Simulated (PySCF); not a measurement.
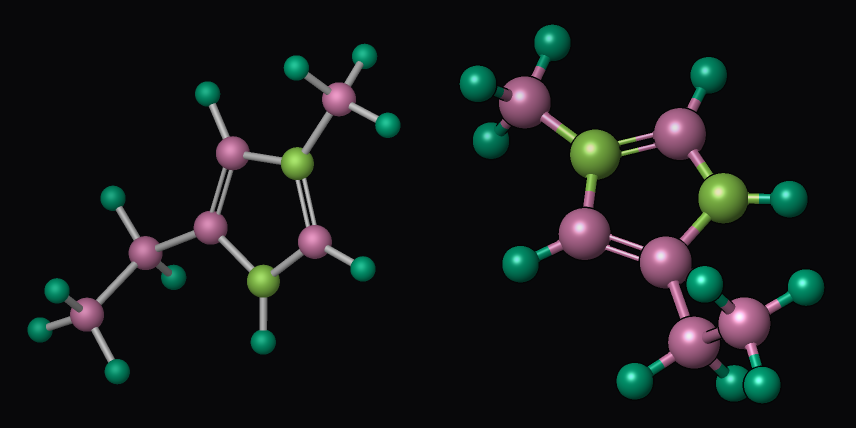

The same structure drawn twice, from different directions. Colours: carbon pink, nitrogen green, hydrogen teal.

The species has charge +1 and is a spin singlet.

Description:

Formula C₆H₁₁N₂⁺. SMILES: `CCc1c[n+](C)c[nH]1`. Independent rings (smallest set): 1 of 5 members, 1 of them aromatic. The point group is C1. Coordination: 3 C tetrahedral; 3 C trigonal planar; 2 N trigonal planar.

More results for the same structure follow; atom numbers are the same in all pictures, views and colours differ. The geometry was computed by an optimisation with PBE0-D3(BJ)/def2-SVP. No frequency run is at hand to confirm it as a minimum.

## Geometry

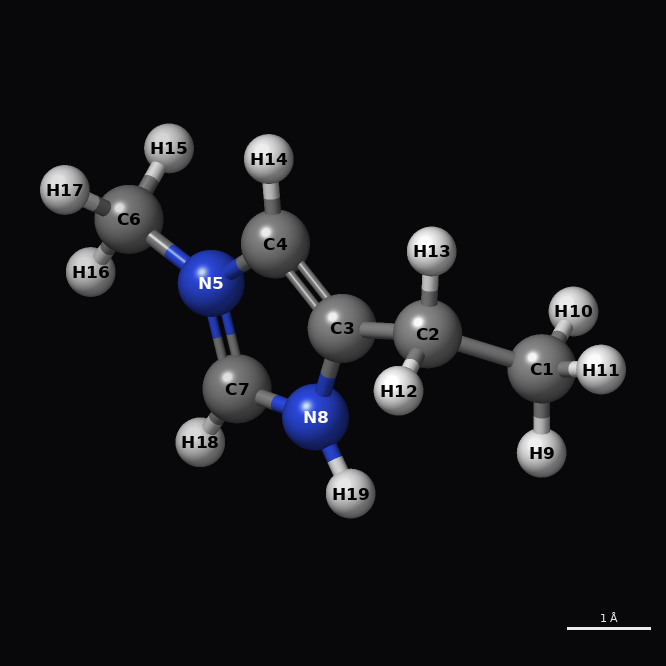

No frequency run is at hand to confirm it as a minimum.

Which atoms are bonded, and how long are the bonds? Leave out bonds to hydrogen.

```
 bond  length (Å)     order
C1–C2       1.527    single
C2–C3       1.488    single
C3–C4       1.369  aromatic
C3–N8       1.380  aromatic
C4–N5       1.379  aromatic
N5–C6       1.455    single
N5–C7       1.328  aromatic
C7–N8       1.334  aromatic
```

## Excitation

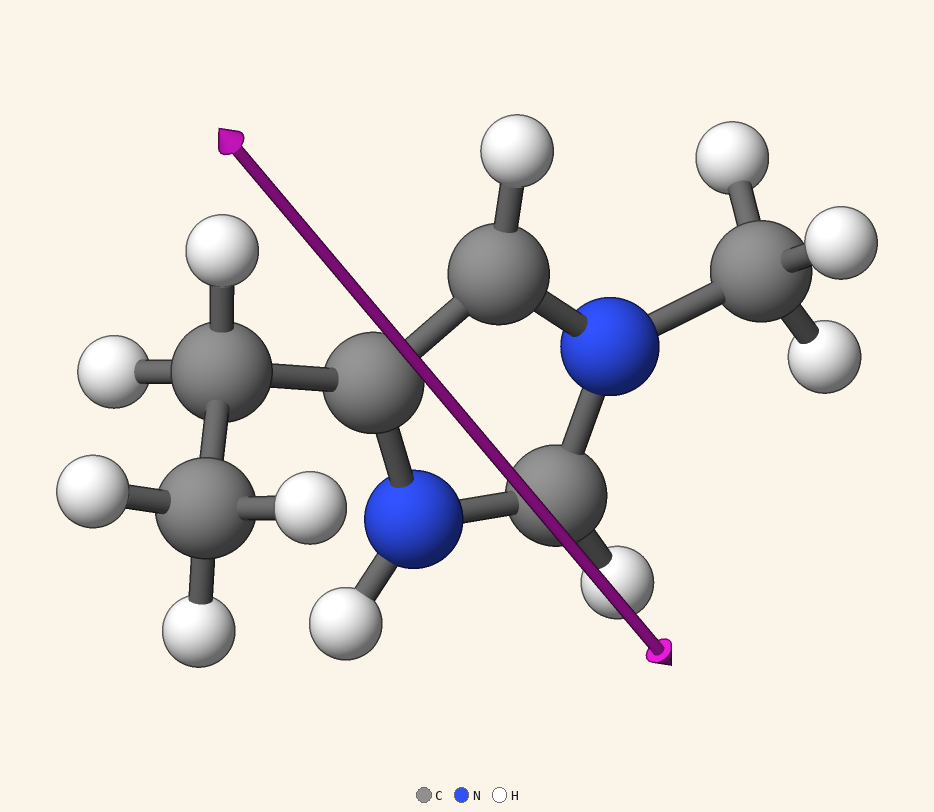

The double arrow shows the direction of the transition dipole to excited singlet state 1 (its length means nothing). No frequency run is at hand to confirm it as a minimum. Level of theory: TDDFT PBE0/def2-SVPD, vertical, gas phase, core orbitals frozen in the response (PySCF 2.14.0).

Where does the transition lie, and how strong is it?

Answer. 6.03 eV (205 nm), oscillator strength 0.14, mainly HOMO → LUMO (weight 0.96); transition dipole 2.44 D.

## NMR shielding

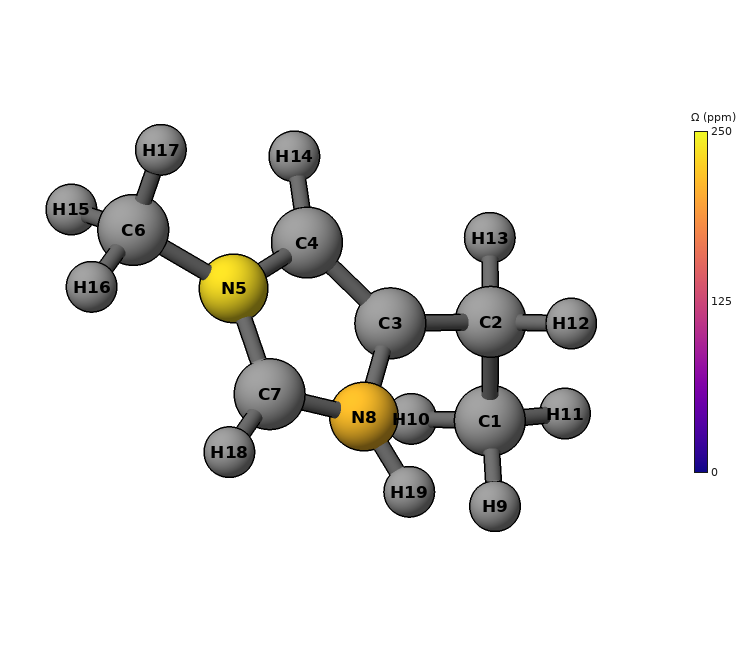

The N atoms are coloured by the span of their shielding tensor. No frequency run is at hand to confirm it as a minimum. Method: GIAO PBE0/pcSseg-1 NMR shielding, non-relativistic, IEF-PCM dichloromethane (PySCF 2.14.0). Principal shieldings σ11 ≤ σ22 ≤ σ33, span Ω = σ33 − σ11, skew κ = 3(σiso − σ22)/Ω.

Give the shielding tensors of the N atoms.

| atom | σ11 | σ22 | σ33 | σiso | Ω | κ |
| --- | --- | --- | --- | --- | --- | --- |
| N5 | −53.4 | 47.0 | 181.1 | 58.2 | 234.5 | 0.14 |
| N8 | −34.5 | 64.6 | 180.7 | 70.3 | 215.2 | 0.08 |

Shieldings and span in ppm.

## Ring current

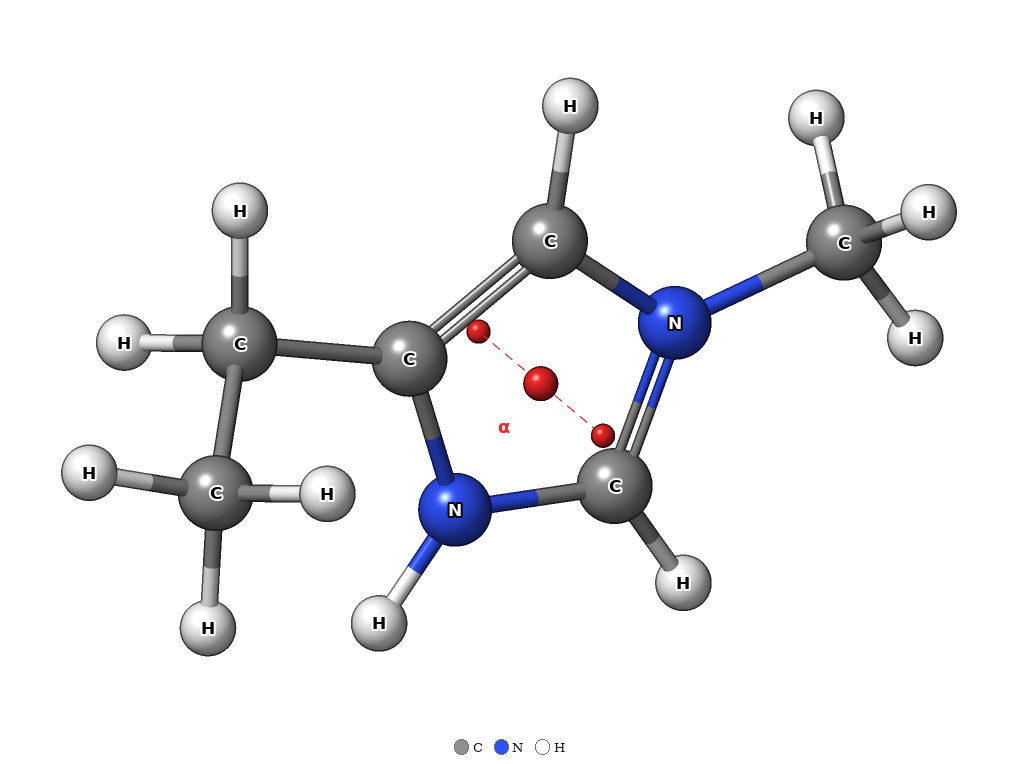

The small points mark where nucleus-independent chemical shifts (NICS) were computed: at the centre of each lettered ring and 1 Å above and below it. No frequency run is at hand to confirm it as a minimum. Level of theory: GIAO PBE0/pcSseg-1 NMR shielding, non-relativistic, IEF-PCM dichloromethane (PySCF 2.14.0).

Give NICS(0), NICS(1) and the out-of-plane component NICS(1)zz for each ring (means of the two sides).

```tsv
ring	members	NICS(0)	NICS(1)	NICS(1)zz
α	C3N2	−13.5	−10.2	−26.6
```

Values in ppm.

What do the values say about the ring currents?

Answer. Ring α: diatropic, as in an aromatic ring. NICS is one index among several.
